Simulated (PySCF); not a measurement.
The calculation's input:

```
{"job": {"kind": "nmr", "xc": "PBE0", "basis": "pcSseg-1"}, "charge": 0, "multiplicity": 1}
C     -0.357836     0.413490    -1.441957
N     -0.641653    -0.046510    -0.078056
C     -1.729859    -1.031338    -0.089425
C     -0.986046     1.084252     0.790328
Al     1.042922    -1.012178     0.683546
C      2.448956     0.419824     0.689593
F      3.616589    -0.200786     1.155011
H      0.472018     1.132752    -1.425681
H     -1.244400     0.899317    -1.886440
H     -0.063410    -0.443947    -2.061976
H     -2.656550    -0.587781    -0.494784
H     -1.911807    -1.385082     0.934349
H     -1.436405    -1.890686    -0.707637
H     -1.908813     1.581546     0.442757
H     -1.132859     0.724145     1.817782
H     -0.166107     1.814981     0.791137
H      1.208923    -2.149281    -0.439924
H      0.465527    -1.432258     2.123536
H      2.681617     0.859295    -0.300987
H      2.240623     1.278748     1.358200
```

Command:

```sh
OMP_NUM_THREADS=1 python probes_run.py task.json out
```

Geometry: PBE0-D3(BJ)/def2-SVP.

All numbers below come from PBE0/pcSseg-1, SCF density, gas phase, non-relativistic in PySCF.

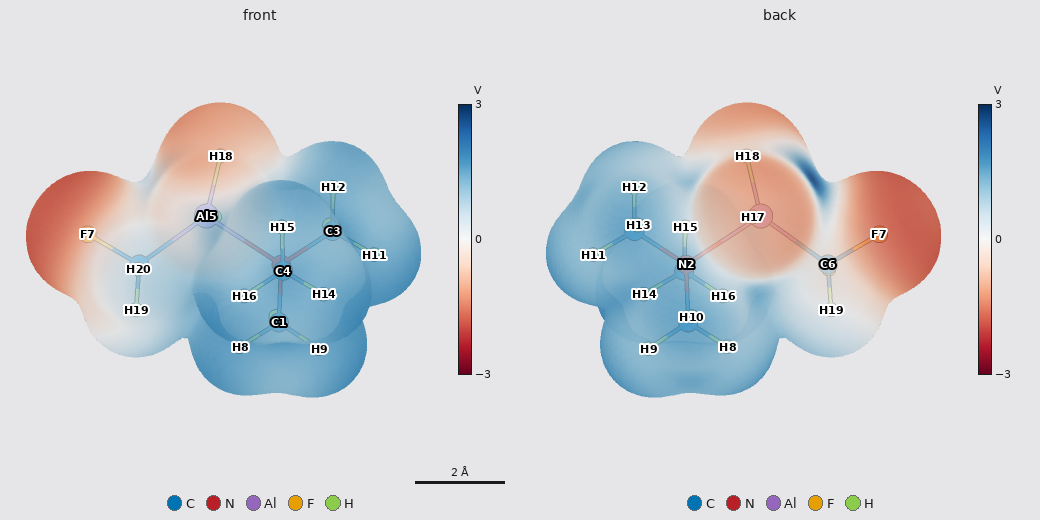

C₄H₁₃AlFN (SMILES C[N+](C)(C)[AlH2-][CH2]F). The electrostatic potential painted on the density surface at 0.004 e/bohr³, seen from the front and from behind; the colour scale runs from red (negative) to blue (positive).

Q: Describe the electrostatic potential map.

A: The most negative region (about −1.8 V) lies over F7, the most positive (about +2.0 V) over Al5.
